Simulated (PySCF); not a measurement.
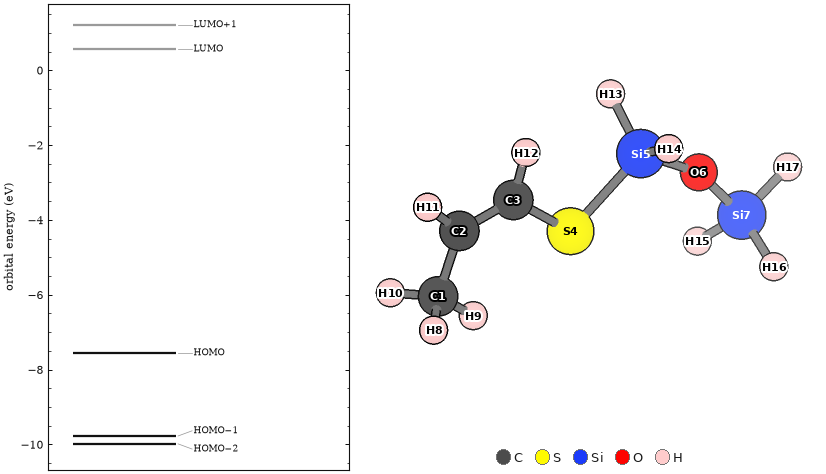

C₃H₁₀OSSi₂, SMILES C/C=C\S[SiH2]O[SiH3]. Kohn-Sham orbital energies near the frontier, CAM-B3LYP/def2-SVPD with PySCF, at a GFN2-xTB geometry (no frequency check), isolated molecule; empty levels in grey, levels within 0.03 eV side by side.

Q: Where do the frontier orbitals lie?

A: HOMO at −7.55 eV, LUMO at 0.57 eV, 8.12 eV apart.

Q: How far below the HOMO does the next level lie?

A: 2.22 eV.

Q: List the levels with the atoms that carry most of them (a dash for levels above zero or within 0.03 eV of another, where shares mean little).

A:
```tsv
orbital	energy (eV)	Löwdin shares
LUMO+1	1.22	–
LUMO	0.57	–
HOMO	−7.55	S4 44 %, C2 20 %, C3 19 %
HOMO−1	−9.77	S4 47 %, Si5 13 %, O6 10 %
HOMO−2	−9.99	O6 19 %, C3 13 %, Si5 13 %
```

Caveats: the tight-binding geometry is rougher than a DFT one and adds to the error; one conformer of a flexible molecule; empty levels above zero depend strongly on the basis.
